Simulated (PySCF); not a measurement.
# C₅HN₃S: magnetic properties

What do calculations give for the magnetic properties of C₅HN₃S (`N#CC(=S)C(C#N)C#N`)?

Programs: PySCF 2.14.0, with routines of our own; each step states its level. All values are computed. Atoms count from 0.

## 1. The starting structure

10 atoms, charge 0, multiplicity 1; geometry from: GFN2-xTB.

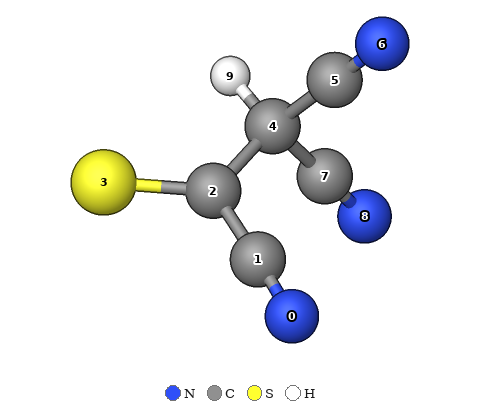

The starting geometry (nitrogen blue, carbon grey, sulfur yellow, hydrogen white).

## 2. Magnetic properties: GIAO PBE0/pcSseg-1

What the job is given:

```
{"job": {"kind": "mag", "xc": "PBE0", "basis": "pcSseg-1", "isotopologues": 0}, "charge": 0, "multiplicity": 1}
N      2.559826     0.678232     0.820658
C      1.738856     0.183290     0.191424
C      0.764089    -0.443299    -0.610419
S      1.194091    -1.383092    -1.865392
C     -0.686511    -0.192789    -0.237199
C     -0.934583    -0.654324     1.119453
N     -1.116396    -1.030052     2.180018
C     -0.975119     1.230816    -0.309562
N     -1.187856     2.348152    -0.382255
H     -1.347516    -0.732280    -0.929253
```

With the program's defaults for keys left out, this is: GIAO PBE0/pcSseg-1 magnetisability, rotational g tensor and spin-rotation constants, non-relativistic, gas phase.

Launch:

```
OMP_NUM_THREADS=1 python excited_run.py task.json out
```

This one command runs all jobs of the session in turn.

The program printed:

```text
coarse grid: 10864 points
cycle   1  E = -752.6231974145  dE =  1.689e+00  |g| = 8.418e-01  |ddm| = 3.518e+00
cycle   2  E = -751.5207373874  dE =  1.102e+00  |g| = 2.382e+00  |ddm| = 2.966e+00
cycle   3  E = -752.7989891809  dE = -1.278e+00  |g| = 8.556e-02  |ddm| = 2.220e+00
cycle   4  E = -752.8003641972  dE = -1.375e-03  |g| = 3.904e-02  |ddm| = 1.307e-01
cycle   5  E = -752.8007049102  dE = -3.407e-04  |g| = 1.140e-02  |ddm| = 4.794e-02
cycle   6  E = -752.8007249394  dE = -2.003e-05  |g| = 6.756e-03  |ddm| = 1.200e-02
cycle   7  E = -752.8007345701  dE = -9.631e-06  |g| = 1.459e-03  |ddm| = 6.448e-03
final grid: 106136 points
cycle   8  E = -752.8543372144  dE = -7.070e-06  |g| = 9.304e-03  |ddm| = 2.876e-02
cycle   9  E = -752.8542451490  dE =  9.207e-05  |g| = 2.009e-02  |ddm| = 3.320e-02
cycle  10  E = -752.8543608865  dE = -1.157e-04  |g| = 2.262e-03  |ddm| = 2.400e-02
cycle  11  E = -752.8543618153  dE = -9.288e-07  |g| = 8.863e-04  |ddm| = 2.147e-03
cycle  12  E = -752.8543619895  dE = -1.742e-07  |g| = 1.522e-04  |ddm| = 6.447e-04
cycle  13  E = -752.8543619929  dE = -3.345e-09  |g| = 9.840e-05  |ddm| = 2.070e-04
cycle  14  E = -752.8543619947  dE = -1.860e-09  |g| = 3.330e-05  |ddm| = 9.401e-05
cycle  15  E = -752.8543619950  dE = -2.785e-10  |g| = 5.718e-06  |ddm| = 3.275e-05
converged SCF energy = -752.8543619950

Magnetisability tensor (1e-30 J/T^2)
     -867.12      -48.71      -75.21
      -48.71    -1046.80      268.79
      -75.21      268.79     -891.47
isotropic -935.13   principal values   -1249.03   -904.20   -652.17
isotropic susceptibility -56.315 1e-6 cm^3/mol

Inertial axes            a          b          c
rot. const./GHz      1.6466     1.0763     1.0493
chi total           -41.544    -75.216    -52.185
chi diamagnetic    -771.616  -1113.590  -1137.662
chi paramagnetic    730.072   1038.374   1085.477
quadrupole/D A        0.995     -5.407      4.412
g nuclear            0.5092     0.5076     0.5040
g electronic        -0.5647    -0.5250    -0.5351
g total             -0.0556    -0.0174    -0.0312

Spin-rotation constants (kHz, H = +C I.J)
atom  isotope        aa         bb         cc
  0    14N        0.384      0.242      0.073
  6    14N        0.308      0.104      0.233
  8    14N        0.309      0.105      0.232
  9     1H       -0.171     -0.135      0.056
  1    13C*       0.725      0.482      0.001
  2    13C*       0.796      0.179      0.704
  3    33S*       2.691      0.219      1.085
  4    13C*       0.260      0.213      0.176
  5    13C*       0.524      0.154      0.409
* in the singly substituted isotopologue
```

It took 44 s on 1 thread of Arm Neoverse N1, shared host; peak memory 0.8 GiB.

From this job:

```
              quantity                      value
       magnetisability            -935·10⁻³⁰ J/T²
  molar susceptibility         -56.3·10⁻⁶ cm³/mol
rotational g (a, b, c)  -0.0556, -0.0174, -0.0312
```

The fields below are evaluated on a grid from the run's orbitals.

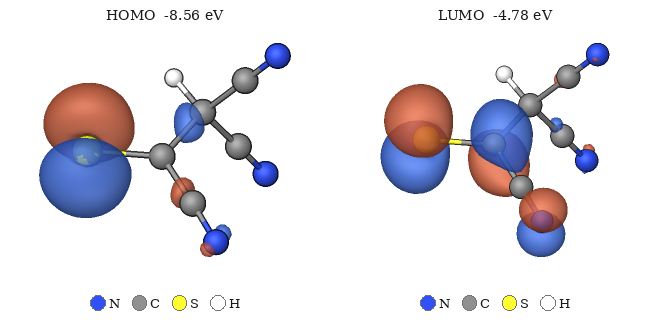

PBE0/pcSseg-1 orbitals near the gap, drawn at the value that encloses 70 % of each; the two colours are the two signs.

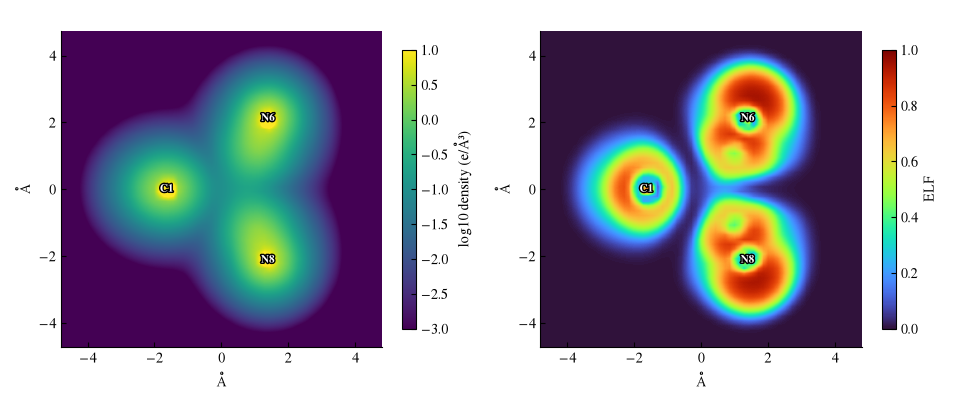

Density (left) and ELF (right) in a plane through or near 3 of the atoms.

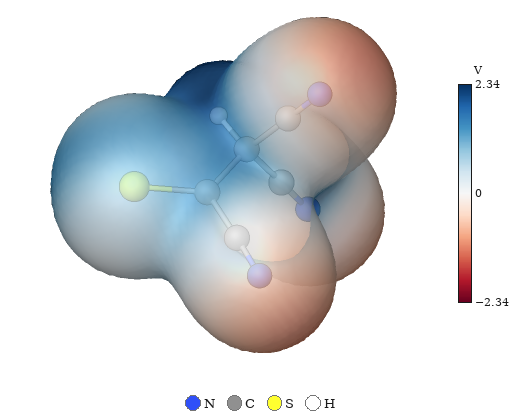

Electrostatic potential on the surface of density 0.002 e/bohr³; red is low, blue high. It runs, from the 1st to the 99th percentile, from -1.19 V near N8 to 2.34 V near H9.

## 3. Magnetic properties (C5HN3S (triplet)): LDA/3-21G

The job, as its differences from that of step 2:

```diff
@@ -1,2 +1,2 @@
-{"job": {"kind": "mag", "xc": "PBE0", "basis": "pcSseg-1", "isotopologues": 0}, "charge": 0, "multiplicity": 1}
+{"job": {"kind": "mag", "xc": "LDA", "basis": "3-21G", "scf": {"max_cycle": 69}}, "charge": 0, "multiplicity": 3}
 N      2.559826     0.678232     0.820658
```

Level: LDA/3-21G.

The program printed:

```text
NotImplementedError: this response code serves closed shells only; the SCF ended at -745.07531737 Eh with <S^2> = 2.0022
```

It took 9.6 s on 1 thread of Arm Neoverse N1, shared host; peak memory 0.38 GiB.

**What went wrong.** The input makes an open shell, and this response code serves closed shells alone. The remedy is to restore the closed-shell charge and spin, or use an unrestricted response code.

## 4. Results

| quantity | value |
| --- | --- |
| magnetisability (step 2, GIAO PBE0/pcSseg-1) | -935·10⁻³⁰ J/T² |
| molar susceptibility (step 2, GIAO PBE0/pcSseg-1) | -56.3·10⁻⁶ cm³/mol |
| rotational g (a, b, c) (step 2, GIAO PBE0/pcSseg-1) | -0.0556, -0.0174, -0.0312 |
| surface potential, 1st and 99th percentile | -1.19 V and 2.34 V |
| runs | 1 failed, 0 ended on unsound input |

What this shows: At PBE0/pcSseg-1, counted by nearest atom on the grid, the HOMO lies on S3 84 %, the LUMO on S3 44 %; C2 32 %. Vibrational averaging and real surroundings are missing from these values.
